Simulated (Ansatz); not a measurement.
```sh
ansatz run in.yaml --threads 2 --pin off --events-out ev --progress --plain --max-ram 32768MiB --backend cuda --devices 0, --max-vram 18GiB
```

```yaml
crystal:
  periodic: [false, false, false]
  atoms:
    - {symbol: C, position_ang: [-2.464855, 1.087109, 0.606815]}
    - {symbol: In, position_ang: [-0.425041, 0.669257, 0.152353]}
    - {symbol: C, position_ang: [1.465042, 1.614823, -0.154101]}
    - {symbol: O, position_ang: [-0.244152, -1.328784, -0.045220]}
    - {symbol: Si, position_ang: [0.890831, -2.420347, -0.407100]}
    - {symbol: H, position_ang: [-2.546679, 1.689217, 1.512439]}
    - {symbol: H, position_ang: [-2.983978, 0.139724, 0.747542]}
    - {symbol: H, position_ang: [-2.930395, 1.636196, -0.213114]}
    - {symbol: H, position_ang: [1.957955, 1.148949, -1.007906]}
    - {symbol: H, position_ang: [1.361839, 2.685531, -0.326337]}
    - {symbol: H, position_ang: [2.087582, 1.455131, 0.728212]}
    - {symbol: H, position_ang: [0.438246, -3.324435, -1.504404]}
    - {symbol: H, position_ang: [1.226262, -3.271773, 0.772387]}
    - {symbol: H, position_ang: [2.167341, -1.780597, -0.861575]}
basis:
  gaussian: {orbitals: def2-TZVPP}
total_charge: 1
magnetization: {spin_polarized: true, initial_magnetization: 1}
hamiltonian: {xc: pbe0, dispersion: d4}
```

Geometry: the geometry of the neutral molecule.

What structure does this define?

It has 14 atoms: 2 carbon, 9 hydrogen, 1 indium, 1 oxygen and 1 silicon (C2H9InOSi(+)). It is an open-shell species. Coordination: 2 C tetrahedral; 1 In trigonal planar; 1 O bent; 1 Si tetrahedral.

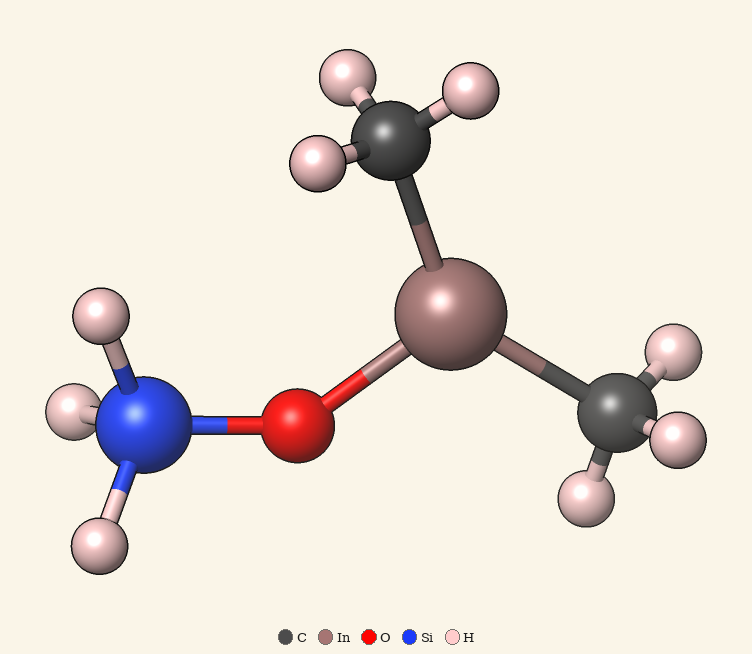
